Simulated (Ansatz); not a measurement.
# Y2CN2O2 (P-3m1): what size, symmetry and threads cost in G0W0, part 2 of 2

How does the cost of G0W0 grow with the cell? The test case is Y2CN2O2 (P-3m1).

Ansatz 0.2.0; G0W0 on LDA, plane waves, PAW. Known limits of the many-body steps: not at the basis limit; no spin-orbit coupling; coarse k mesh.

So far. Step 7 (8 threads, 6×6×2 mesh): Against the run with 6×6×2 mesh, 102 empty bands, screening to 60 eV, the gap moves by +0.000 eV. Step 8 (14 atoms (2×1×1 cells), 3×6×2 mesh): The gap on the mesh goes from 3.72 eV to 4.95 eV, a correction of +1.23 eV. Between the two edge states, bare exchange in place of the xc potential would open the gap by 8.13 eV, and correlation takes back 6.90 eV.

### 9. 28 atoms (2×2×1 cells), 3×3×2 mesh

The input, input.yaml:

```yaml
crystal:
  lattice:
    - [7.3979781932, 0.0, 0.0]
    - [-3.6989890966, 6.406837052, 0.0]
    - [0.0, 0.0, 8.16885521]
  atoms:
    - { symbol: "Y", position: [0.166666665, 0.333333335, 0.67751968] }
    - { symbol: "Y", position: [0.333333335, 0.166666665, 0.32248032] }
    - { symbol: C, position: [0.0, 0.0, 0.0] }
    - { symbol: "N", position: [0.0, 0.0, 0.15014994] }
    - { symbol: "N", position: [0.0, 0.0, 0.84985006] }
    - { symbol: O, position: [0.166666665, 0.333333335, 0.39665933] }
    - { symbol: O, position: [0.333333335, 0.166666665, 0.60334067] }
    - { symbol: "Y", position: [0.166666665, 0.833333335, 0.67751968] }
    - { symbol: "Y", position: [0.333333335, 0.666666665, 0.32248032] }
    - { symbol: C, position: [0.0, 0.5, 0.0] }
    - { symbol: "N", position: [0.0, 0.5, 0.15014994] }
    - { symbol: "N", position: [0.0, 0.5, 0.84985006] }
    - { symbol: O, position: [0.166666665, 0.833333335, 0.39665933] }
    - { symbol: O, position: [0.333333335, 0.666666665, 0.60334067] }
    - { symbol: "Y", position: [0.666666665, 0.333333335, 0.67751968] }
    - { symbol: "Y", position: [0.833333335, 0.166666665, 0.32248032] }
    - { symbol: C, position: [0.5, 0.0, 0.0] }
    - { symbol: "N", position: [0.5, 0.0, 0.15014994] }
    - { symbol: "N", position: [0.5, 0.0, 0.84985006] }
    - { symbol: O, position: [0.666666665, 0.333333335, 0.39665933] }
    - { symbol: O, position: [0.833333335, 0.166666665, 0.60334067] }
    - { symbol: "Y", position: [0.666666665, 0.833333335, 0.67751968] }
    - { symbol: "Y", position: [0.833333335, 0.666666665, 0.32248032] }
    - { symbol: C, position: [0.5, 0.5, 0.0] }
    - { symbol: "N", position: [0.5, 0.5, 0.15014994] }
    - { symbol: "N", position: [0.5, 0.5, 0.84985006] }
    - { symbol: O, position: [0.666666665, 0.833333335, 0.39665933] }
    - { symbol: O, position: [0.833333335, 0.666666665, 0.60334067] }
kpoints:
  mp_grid: { grid: [3, 3, 2] }
hamiltonian:
  xc: lda
scf:
  occupations: { method: fixed }
gw:
  n_empty_bands: 408
  ecut_chi: 60.0
  qp_bands: [v1, c1]
  qp_kpoints: band_edges
  screening: { model: contour_deformation }
```

On the command line:

```sh
$ ansatz run input.yaml --threads 16 --pin off --max-ram 36864MiB --backend cpu --events-out ev --progress --plain --runs-dir out
```

Numbers of over 12 decimals in the logs are rounded to 6 here.

Output:

```text
[...]
Crystal: 28 atoms, lattice volume = 387.184 Å³
Basis set: ecut = 420 eV, 7659 PW (Γ)
Bands: 124, of which v1, the nominal top of the filled ones, is band 96 counted from 1 (95 counted from 0)
Symmetry: 48 space group operations
[...]
k-points: 6 of 18
[...]
3    96      6.8751   -21.2362     3.1356   -17.8479  0.7833     6.6218     6.6224  root
     3    97     11.4246    -6.1550    -3.8872   -11.2608  0.8335    12.6571    12.6432  root
     4    96      6.8474   -22.7445     3.6630   -18.8279  0.7777     6.5932     6.5938  root
     4    97     11.0953    -8.8030    -4.0280   -14.3602  0.8210    12.6469    12.6245  root
     5    96      6.6775   -21.4728     3.2887   -17.9075  0.7809     6.4001     6.4009  root
     5    97     11.1576    -8.8759    -4.0170   -14.4400  0.8201    12.7280    12.7047  root
[key lines of the parts left out:]
SCF converged after 8 iterations
Free energy (F): -38412.462110 eV
Fermi energy:    7.014845 eV
```

Wall time 50 s (16 threads of Arm Neoverse V2, shared host); peak memory 5.2 GiB.

This step gave:

- bands summed: 504
- RPA ε∞ on this mesh (eigenvalues): 3.589, 3.589, 4.897
- plane waves in the screening matrix: 395
- G0W0 gap on the mesh: 4.952 eV
- k of the valence top: 0, 0, 0
- k of the conduction bottom: 0, 0, 0
- starting gap on the mesh: 3.717 eV
- least direct G0W0 gap on the computed points: 4.952 eV

The gap on the mesh goes from 3.72 eV to 4.95 eV, a correction of +1.24 eV. Between the two edge states, bare exchange in place of the xc potential would open the gap by 8.13 eV, and correlation takes back 6.90 eV.

### 10. 56 atoms (2×2×2 cells), 3×3×1 mesh

The input, input.yaml:

```yaml
crystal:
  lattice:
    - [7.3979781932, 0.0, 0.0]
    - [-3.6989890966, 6.406837052, 0.0]
    - [0.0, 0.0, 16.33771042]
  atoms:
    - { symbol: "Y", position: [0.166666665, 0.333333335, 0.33875984] }
    - { symbol: "Y", position: [0.333333335, 0.166666665, 0.16124016] }
    - { symbol: C, position: [0.0, 0.0, 0.0] }
    - { symbol: "N", position: [0.0, 0.0, 0.07507497] }
    - { symbol: "N", position: [0.0, 0.0, 0.42492503] }
    - { symbol: O, position: [0.166666665, 0.333333335, 0.198329665] }
    - { symbol: O, position: [0.333333335, 0.166666665, 0.301670335] }
    - { symbol: "Y", position: [0.166666665, 0.333333335, 0.83875984] }
    - { symbol: "Y", position: [0.333333335, 0.166666665, 0.66124016] }
    - { symbol: C, position: [0.0, 0.0, 0.5] }
    - { symbol: "N", position: [0.0, 0.0, 0.57507497] }
    - { symbol: "N", position: [0.0, 0.0, 0.92492503] }
    - { symbol: O, position: [0.166666665, 0.333333335, 0.698329665] }
    - { symbol: O, position: [0.333333335, 0.166666665, 0.801670335] }
    - { symbol: "Y", position: [0.166666665, 0.833333335, 0.33875984] }
    - { symbol: "Y", position: [0.333333335, 0.666666665, 0.16124016] }
    - { symbol: C, position: [0.0, 0.5, 0.0] }
    - { symbol: "N", position: [0.0, 0.5, 0.07507497] }
    - { symbol: "N", position: [0.0, 0.5, 0.42492503] }
    - { symbol: O, position: [0.166666665, 0.833333335, 0.198329665] }
    - { symbol: O, position: [0.333333335, 0.666666665, 0.301670335] }
    - { symbol: "Y", position: [0.166666665, 0.833333335, 0.83875984] }
    - { symbol: "Y", position: [0.333333335, 0.666666665, 0.66124016] }
    - { symbol: C, position: [0.0, 0.5, 0.5] }
    - { symbol: "N", position: [0.0, 0.5, 0.57507497] }
    - { symbol: "N", position: [0.0, 0.5, 0.92492503] }
    - { symbol: O, position: [0.166666665, 0.833333335, 0.698329665] }
    - { symbol: O, position: [0.333333335, 0.666666665, 0.801670335] }
    - { symbol: "Y", position: [0.666666665, 0.333333335, 0.33875984] }
    - { symbol: "Y", position: [0.833333335, 0.166666665, 0.16124016] }
    - { symbol: C, position: [0.5, 0.0, 0.0] }
    - { symbol: "N", position: [0.5, 0.0, 0.07507497] }
    - { symbol: "N", position: [0.5, 0.0, 0.42492503] }
    - { symbol: O, position: [0.666666665, 0.333333335, 0.198329665] }
    - { symbol: O, position: [0.833333335, 0.166666665, 0.301670335] }
    - { symbol: "Y", position: [0.666666665, 0.333333335, 0.83875984] }
    - { symbol: "Y", position: [0.833333335, 0.166666665, 0.66124016] }
    - { symbol: C, position: [0.5, 0.0, 0.5] }
    - { symbol: "N", position: [0.5, 0.0, 0.57507497] }
    - { symbol: "N", position: [0.5, 0.0, 0.92492503] }
    - { symbol: O, position: [0.666666665, 0.333333335, 0.698329665] }
    - { symbol: O, position: [0.833333335, 0.166666665, 0.801670335] }
    - { symbol: "Y", position: [0.666666665, 0.833333335, 0.33875984] }
    - { symbol: "Y", position: [0.833333335, 0.666666665, 0.16124016] }
    - { symbol: C, position: [0.5, 0.5, 0.0] }
    - { symbol: "N", position: [0.5, 0.5, 0.07507497] }
    - { symbol: "N", position: [0.5, 0.5, 0.42492503] }
    - { symbol: O, position: [0.666666665, 0.833333335, 0.198329665] }
    - { symbol: O, position: [0.833333335, 0.666666665, 0.301670335] }
    - { symbol: "Y", position: [0.666666665, 0.833333335, 0.83875984] }
    - { symbol: "Y", position: [0.833333335, 0.666666665, 0.66124016] }
    - { symbol: C, position: [0.5, 0.5, 0.5] }
    - { symbol: "N", position: [0.5, 0.5, 0.57507497] }
    - { symbol: "N", position: [0.5, 0.5, 0.92492503] }
    - { symbol: O, position: [0.666666665, 0.833333335, 0.698329665] }
    - { symbol: O, position: [0.833333335, 0.666666665, 0.801670335] }
kpoints:
  mp_grid: { grid: [3, 3, 1] }
hamiltonian:
  xc: lda
scf:
  occupations: { method: fixed }
gw:
  n_empty_bands: 816
  ecut_chi: 60.0
  qp_bands: [v1, c1]
  qp_kpoints: band_edges
  screening: { model: contour_deformation }
```

Output:

```text
[...]
Crystal: 56 atoms, lattice volume = 774.369 Å³
Basis set: ecut = 420 eV, 15175 PW (Γ)
Bands: 248, of which v1, the nominal top of the filled ones, is band 192 counted from 1 (191 counted from 0)
Symmetry: 96 space group operations
[...]
k-points: 3 of 9
[...]
0   192      7.0148   -21.3809     3.1304   -18.0119  0.7835     6.7757     6.7763  root
     0   193     10.7319    -5.1834    -3.7689    -9.9491  0.8434    11.7372    11.7287  root
     1   192      6.9833   -22.5104     3.5260   -18.7563  0.7793     6.7546     6.7551  root
     1   193     11.2290    -5.9591    -3.8936   -11.0337  0.8356    12.4228    12.4100  root
     2   192      6.8474   -22.7445     3.6630   -18.8279  0.7777     6.5931     6.5938  root
     2   193     11.0953    -8.8030    -4.0282   -14.3602  0.8210    12.6468    12.6243  root
[key lines of the parts left out:]
SCF converged after 8 iterations
Free energy (F): -76824.924220 eV
Fermi energy:    7.014844 eV
```

Run time: 2.5 min. Hardware: 16 threads; peak memory 11 GiB; 35 min of CPU time.

This step gave:

```yaml
bands_summed: 1008
rpa_eps_infinity_on_this_mesh_eigenvalues: 3.589, 3.589, 4.897
plane_waves_in_the_screening_matrix: 801
g0w0_gap_on_the_mesh: 4.952 eV
k_of_the_valence_top: 0, 0, 0
k_of_the_conduction_bottom: 0, 0, 0
starting_gap_on_the_mesh: 3.717 eV
least_direct_g0w0_gap_on_the_computed_points: 4.952 eV
```

The gap on the mesh goes from 3.72 eV to 4.95 eV, a correction of +1.24 eV. Between the two edge states, bare exchange in place of the xc potential would open the gap by 8.13 eV, and correlation takes back 6.90 eV.

### 11. The runs together

A supercell on the folded mesh samples the same points as the primitive cell, so the gap should stay. Times are wall times on shared hardware, named with each run.

| run | mesh | irreducible k | bands | screening plane waves | threads | gap (eV) | time | CPU time | host memory (GiB) |
| --- | --- | --- | --- | --- | --- | --- | --- | --- | --- |
| 7 atoms (1×1×1 cells) | 6×6×2 | 14 | 126 | 101 | 16 | 4.952 | 8.1 s | 92 s | 0.90 |
| no symmetry | 6×6×2 | 40 | 126 | 101 | 16 | 4.952 | 46 s | 8.9 min | 1.7 |
| 1 thread | 6×6×2 | 14 | 126 | 101 | 1 | 4.952 | 62 s | 62 s | 0.39 |
| 2 threads | 6×6×2 | 14 | 126 | 101 | 2 | 4.952 | 33 s | 64 s | 0.40 |
| 4 threads | 6×6×2 | 14 | 126 | 101 | 4 | 4.952 | 18 s | 66 s | 0.48 |
| 8 threads | 6×6×2 | 14 | 126 | 101 | 8 | 4.952 | 11 s | 74 s | 0.66 |
| 14 atoms (2×1×1 cells) | 3×6×2 | 16 | 252 | 199 | 16 | 4.952 | 37 s | 8.6 min | 3.2 |
| 28 atoms (2×2×1 cells) | 3×3×2 | 6 | 504 | 395 | 16 | 4.952 | 50 s | 12 min | 5.2 |
| 56 atoms (2×2×2 cells) | 3×3×1 | 3 | 1008 | 801 | 16 | 4.952 | 2.5 min | 35 min | 11 |

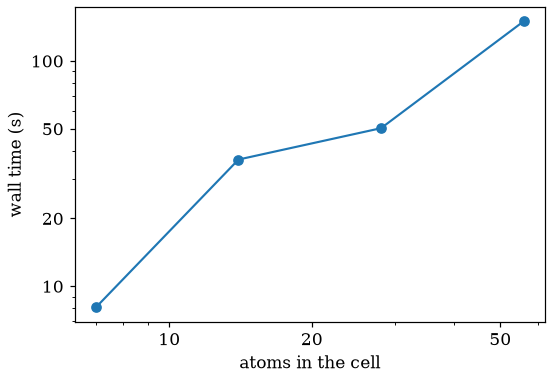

Wall time against the size of the cell.

### 12. Outcome

* 7 atoms (1×1×1 cells): 8.1 s, gap 4.95 eV
* no symmetry: 46 s, gap 4.95 eV
* 1 thread: 62 s, gap 4.95 eV
* 2 threads: 33 s, gap 4.95 eV
* 4 threads: 18 s, gap 4.95 eV
* 8 threads: 11 s, gap 4.95 eV
* 14 atoms (2×1×1 cells): 37 s, gap 4.95 eV
* 28 atoms (2×2×1 cells): 50 s, gap 4.95 eV
* 56 atoms (2×2×2 cells): 2.5 min, gap 4.95 eV

In words: From 7 to 56 atoms the gap stays within 0.001 eV, while the time grows 19-fold. Over the last step it grows as about the power 1.6 of the size; fewer k points offset part of the fourth-power cost of the screening. Without symmetry the mesh holds 40 points in place of 14, the run takes 5.7 times as long and the gap changes by +0.000 eV. Going from 1 to 16 threads speeds the run 7.7-fold, an efficiency of about 48 %. The host was shared, so single times are good to a factor of about two.

[Paths, hosts, dates, memory and timing lines, banners, echoed tables and standing remarks are left out of the program output.]

[Logs are printed without paths, hosts, clocks, repeated set-up lines and the standing remarks that a program may print on its own settings, such as how far it seeks lower states.]

[Runs of the session that timed out or met a known fault of the program may be left out.]

[Cells called generated may have been cut or substituted from an entry of the Crystallography Open Database or the Materials Project.]

[Hosts, paths, dates, database ids (printed as entryN), source tags and the programs' standing remarks are cut or masked in the printed files.]
